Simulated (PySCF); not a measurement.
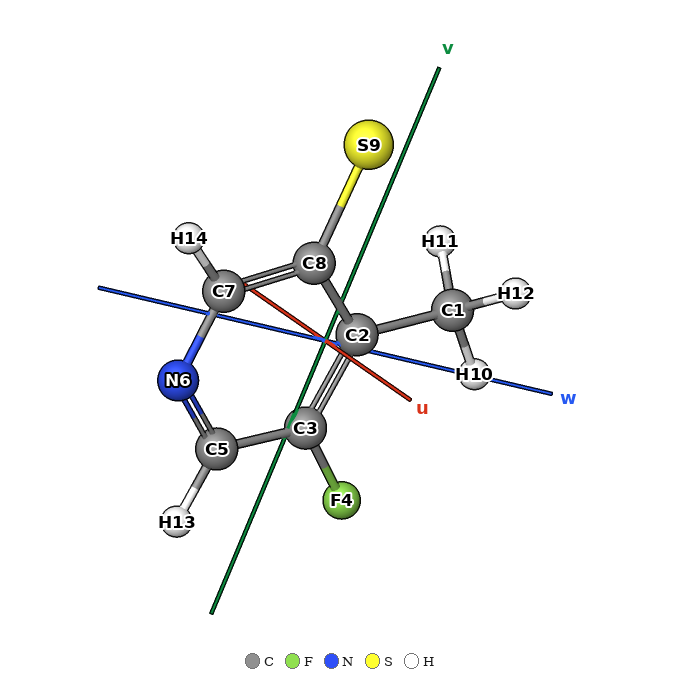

The lines u, v and w are the principal axes of the g tensor. Charge 0, doublet. Computed geometry: GFN2-xTB optimisation. No frequency run is at hand to confirm it as a minimum. Properties computed with UKS B3LYP, pcH-1 on C F H N S, non-relativistic, mean-field spin-orbit, GIAO (PySCF 2.14.0). The run warned: orbitally degenerate or nearly so: second-order g, spin-orbit hyperfine and D do not apply.

Along which axis does g lie farthest from the free-electron value?

Answer. Along v (nearly parallel to the C8–S9 bond): the shift is 169692 ppm.

Give the principal values and shifts.

```csv
axis,g,shift (ppm)
u,2.00214,−182
v,2.17201,169692
w,2.01329,10969
```
